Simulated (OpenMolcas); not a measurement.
# C2H9NSi (SMILES CN(C)[SiH3]) at 6 levels

Aim: a comparison of 6 runs (HF/STO-3G, M06-2X/6-31G*, PBE0/6-31G*, SVWN5/6-31G*, revPBE/6-31G*, MP2/6-31G*) of C2H9NSi. 

The calculation is run with OpenMolcas 26.06.

## (1) Starting point

The species is C2H9NSi (13 atoms), meant as a singlet with charge 0. As SMILES, `CN(C)[SiH3]`. The C3–H9 distance was set to 1.651 Å, away from the relaxed value. At this shape a bond of the SMILES string is far longer than usual.

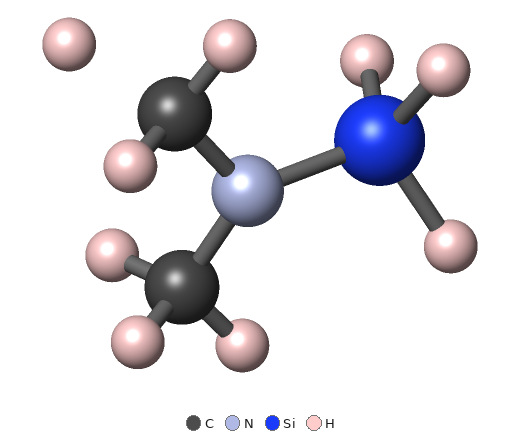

The structure, seen from a chosen angle (carbon dark grey, nitrogen light blue, silicon blue, hydrogen pink).

## (2) The energy at HF/STO-3G (run 1)

geom.xyz

```xyz
13

C     -1.159777     0.950758    -0.121384
N     -0.370677     0.000658     0.622916
C      0.950923     0.476058     0.949716
Si    -0.710777    -1.681142     0.547916
H     -0.722477     1.191758    -1.102484
H     -1.253877     1.890758     0.436616
H     -2.167077     0.562958    -0.289384
H      0.891023     1.408358     1.525016
H      1.870100     0.778300    -0.388400
H      1.480723    -0.257442     1.561716
H     -0.237677    -2.376042    -0.691084
H     -2.186077    -1.853042     0.613016
H     -0.040777    -2.335442     1.702716
```

run.input

```
&GATEWAY
 BASLIB = $CurrDir
 COORD = geom.xyz
 BASIS = STO-3G
 GROUP = NoSym

&SEWARD

&SCF
 THRESHOLDS = 1e-10 1e-07 1e-07 1e-05
 PRORBITALS = 1 2
```

The basis set STO-3G is read from a file made from the Basis Set Exchange's data (not shown).

Run with:

```console
$ export MOLCAS_MEM=1860
$ pymolcas run.input > run.log
```

Standard output:

```text
--- Start Module: gateway ---
[...]
--- Stop Module: gateway /rc=_RC_ALL_IS_WELL_ ---
--- Start Module: seward ---
[...]
      Basis functions           33
--- Stop Module: seward /rc=_RC_ALL_IS_WELL_ ---
--- Start Module: scf ---
[...]
       Convergence after  11 Iterations
[...]
::    Total SCF energy                               -419.2806485778
[...]
      Total spin, S                                     0.0000000000
[...]
      Total electronic charge=   42.000000
      Total            charge=   -0.000000
[...]
      Dipole Moment (debye):
      Origin of the operator (angstrom)=   -0.3993   -0.4117    0.4981
                   X= -4.5903E-01               Y= -3.1658E-01               Z=  3.2333E-02           Total=  5.5855E-01
      Quadrupole Moment (debye*angstrom):
[...]
--- Stop Module: scf /rc=_RC_ALL_IS_WELL_ ---
[...]
```

It took 1.2 s on 1 thread of Intel Xeon 6975P-C (Granite Rapids), shared host; peak memory 0.37 GiB.

## (3) A single-point energy at M06-2X/6-31G(d) (spherical functions) (run 2)

coord.xyz

```xyz
13

C     -1.159777     0.950758    -0.121384
N     -0.370677     0.000658     0.622916
C      0.950923     0.476058     0.949716
Si    -0.710777    -1.681142     0.547916
H     -0.722477     1.191758    -1.102484
H     -1.253877     1.890758     0.436616
H     -2.167077     0.562958    -0.289384
H      0.891023     1.408358     1.525016
H      1.870100     0.778300    -0.388400
H      1.480723    -0.257442     1.561716
H     -0.237677    -2.376042    -0.691084
H     -2.186077    -1.853042     0.613016
H     -0.040777    -2.335442     1.702716
```

mol.input

```
* C2H9NSi Kohn-Sham DFT
>>> EXPORT MOLCAS_PRINT=2

&gateway
  baslib=$CurrDir
  coord=coord.xyz
  basis=6-31Gs
  group=NoSym

&seward
  gridinput
  Grid=UltraFine
  End of Grid

&scf
  ksdft=M062X
  thresholds=1e-10 1e-07 1e-07 1e-05
  prorbitals=1 1
```

The basis set 6-31G* is read from a file made from the Basis Set Exchange's data (not shown).

Run with:

```console
$ export MOLCAS_MEM=1860
$ pymolcas mol.input > mol.log
```

Standard output:

```text
--- Start Module: gateway ---
[...]
--- Stop Module: gateway /rc=_RC_ALL_IS_WELL_ ---
--- Start Module: seward ---
[...]
      Basis functions           78
--- Stop Module: seward /rc=_RC_ALL_IS_WELL_ ---
[...]
--- Start Module: scf ---
[...]
       Convergence after  14 Iterations
[...]
::    Total KS-DFT energy                            -425.6757703485
[...]
      Total spin, S                                     0.0000000000
[...]
      Total electronic charge=   42.000000
      Total            charge=   -0.000000
[...]
      Dipole Moment (debye):
      Origin of the operator (angstrom)=   -0.3993   -0.4117    0.4981
                   X= -5.7967E-01               Y=  4.3584E-01               Z=  3.1383E-01           Total=  7.9023E-01
      Quadrupole Moment (debye*angstrom):
[...]
--- Stop Module: scf /rc=_RC_ALL_IS_WELL_ ---
[...]
```

Wall time 31 s (1 thread of Intel Xeon 6975P-C (Granite Rapids), shared host); peak memory 0.44 GiB.

Runs 3 to 5 aren't shown in full; the table further down has their settings and results.

## (4) The energy at MP2/6-31G(d) (spherical functions) (run 6)

mol.input

```
&gateway
baslib=$CurrDir
coord
13
angstrom
C       -1.159777       0.950758      -0.121384
N       -0.370677       0.000658       0.622916
C        0.950923       0.476058       0.949716
Si      -0.710777      -1.681142       0.547916
H       -0.722477       1.191758      -1.102484
H       -1.253877       1.890758       0.436616
H       -2.167077       0.562958      -0.289384
H        0.891023       1.408358       1.525016
H        1.870100       0.778300      -0.388400
H        1.480723      -0.257442       1.561716
H       -0.237677      -2.376042      -0.691084
H       -2.186077      -1.853042       0.613016
H       -0.040777      -2.335442       1.702716
basis=6-31Gs
group=NoSym
&seward
&scf
thresholds=1e-10 1e-07 1e-07 1e-05
prorbitals=1
&mbpt2
frozen=8
```

The basis set 6-31G* is read from a file made from the Basis Set Exchange's data (not shown).

Run with:

```console
$ export MOLCAS_MEM=1860
$ pymolcas mol.input > mol.log
```

Standard output:

```text
--- Start Module: gateway ---
[...]
--- Stop Module: gateway /rc=_RC_ALL_IS_WELL_ ---
[...]
      Basis functions           78
[...]
--- Start Module: scf ---
[...]
       Convergence after  13 Iterations
[...]
::    Total SCF energy                               -424.2529939859
[...]
      Total spin, S                                     0.0000000000
[...]
      Total electronic charge=   42.000000
      Total            charge=   -0.000000
[...]
      Dipole Moment (debye):
      Origin of the operator (angstrom)=   -0.3993   -0.4117    0.4981
                   X= -5.9441E-01               Y=  4.7772E-01               Z=  4.3471E-01           Total=  8.7779E-01
      Quadrupole Moment (debye*angstrom):
[...]
--- Stop Module: scf /rc=_RC_ALL_IS_WELL_ ---
[...]
--- Start Module: mbpt2 ---
[...]
WARNING!
Default frozen orbitals as non valence orbitals is overwritten by user input.
Default values:   5
[...]
       Reference weight ( Cref**2 )         =        0.84449
::    Total MBPT2 energy                             -424.7631432682
[...]
      Total MBPT2 calculations                           0.13      0.16
--- Stop Module: mbpt2 /rc=_RC_ALL_IS_WELL_ ---
[...]
```

It took 3.9 s on 1 thread of Intel Xeon 6975P-C (Granite Rapids), shared host; peak memory 0.44 GiB.

## (5) The series

| run | level | integration grid | frozen core orbitals | energy (Eh) | dipole moment (D) of the reference | HOMO energy (eV) | LUMO energy (eV) | wall time |
| --- | --- | --- | --- | --- | --- | --- | --- | --- |
| 1 | HF/STO-3G | – | – | -419.280649 | 0.56 | -6.79 | 9.29 | 1.2 s |
| 2 | M06-2X/6-31G* (spherical functions) | UltraFine | – | -425.675770 | 0.79 | -7.47 | 1.36 | 31 s |
| 3 | PBE0/6-31G* (spherical functions) | UltraFine | – | -425.485599 | 0.87 | -6.30 | 0.50 | 21 s |
| 4 | SVWN5/6-31G* (spherical functions) | UltraFine | – | -423.374352 | 0.86 | -5.09 | -0.57 | 13 s |
| 5 | revPBE/6-31G* (spherical functions) | UltraFine | – | -425.672610 | 0.95 | -5.06 | -0.40 | 22 s |
| 6 | MP2/6-31G* (spherical functions) | – | 8 | -424.763143 | 0.88 | -9.30 | 4.02 | 3.9 s |

## (6) Outcome

```
                                          quantity          value
                               run 6: total energy  -424.76314 Eh
         run 6: dipole moment (mean-field density)         0.88 D
        run 6: HOMO energy (Hartree–Fock orbitals)       -9.30 eV
        run 6: LUMO energy (Hartree–Fock orbitals)        4.02 eV
      run 6: HOMO–LUMO gap (Hartree–Fock orbitals)       13.32 eV
run 6: correlation energy (8 core orbitals frozen)     -510.1 mEh
```

What this shows: Over runs 1, 2, 3, 4, 5 the dipole moment (its size) runs from 0.56 D (HF/STO-3G) to 0.95 D (revPBE/6-31G*). The two ends differ in method and basis. Over runs 1, 2, 3, 4, 5 the HOMO–LUMO gap runs from 4.53 eV (SVWN5/6-31G*) to 16.08 eV (HF/STO-3G). Totals of different functionals can't be ranked against each other. In run 1 the basis is minimal, so the values are rough. All runs together took 92 s, the longest 31 s.
